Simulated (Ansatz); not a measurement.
CHF2NSi (SMILES FC1=N[SiH]1F)

```yaml
atoms:
  - { symbol: F, position_ang: [1.4657, -1.6439, 0.7862] }
  - { symbol: C, position_ang: [0.5468, -0.8163, 0.3532] }
  - { symbol: N, position_ang: [-0.6443, -1.0959, -0.0017] }
  - { symbol: Si, position_ang: [-0.2945, 0.6191, -0.1904] }
  - { symbol: F, position_ang: [-0.1118, 1.2236, -1.6393] }
  - { symbol: H, position_ang: [-0.9199, 1.6494, 0.6457] }
```

Geometry: PBE0-D4/def2-TZVP.

Method: RKS PBE0-D4/def2-TZVPP (Ansatz 0.2.0).

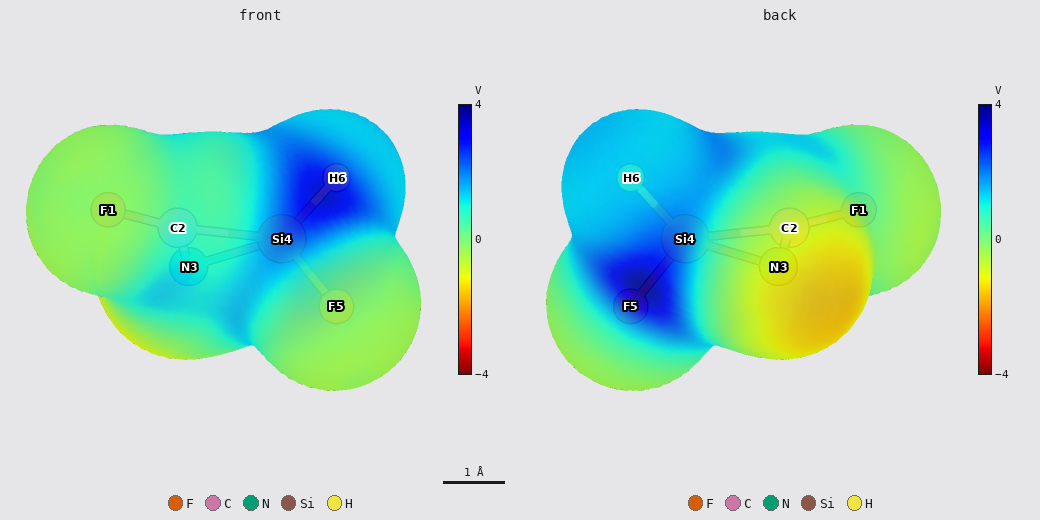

Figure 1. The electrostatic potential painted on the density surface at 0.004 e/bohr³, seen from the front and from behind; the colour scale runs from red (negative) to blue (positive).

Q: Which sites attract a positive test charge, and which a negative one?

A: A positive charge is drawn to the negative regions and a negative charge to the positive ones. The most negative region (about −1.7 V) lies over N3, the most positive (about +3.6 V) over Si4. N3 is the likeliest acceptor of a hydrogen bond.

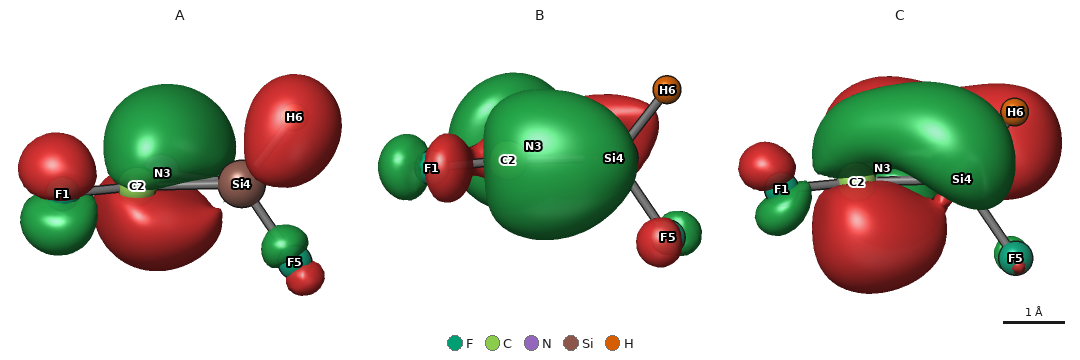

Figure 2. Three frontier orbitals at ±0.1 Å⁻³ᐟ² (green and red are the two phases), in no order.

Q: Order the three orbitals by energy and name them.

A: A is the HOMO−1 (−10.06 eV). It lies mainly on N3 (about 40 %), C2 (about 20 %), F1 (about 15 %), Si4 (about 15 %) and H6 (about 5 %). B is the HOMO (−7.79 eV). It lies mainly on N3 (about 45 %), C2 (about 25 %), Si4 (about 20 %) and F1 (about 10 %). C is the LUMO (−0.87 eV). Its weight (Hirshfeld) is mainly on Si4 (about 30 %), C2 (about 30 %) and N3 (about 30 %).

Q: What is the HOMO–LUMO gap?

A: 6.92 eV between the orbital energies.
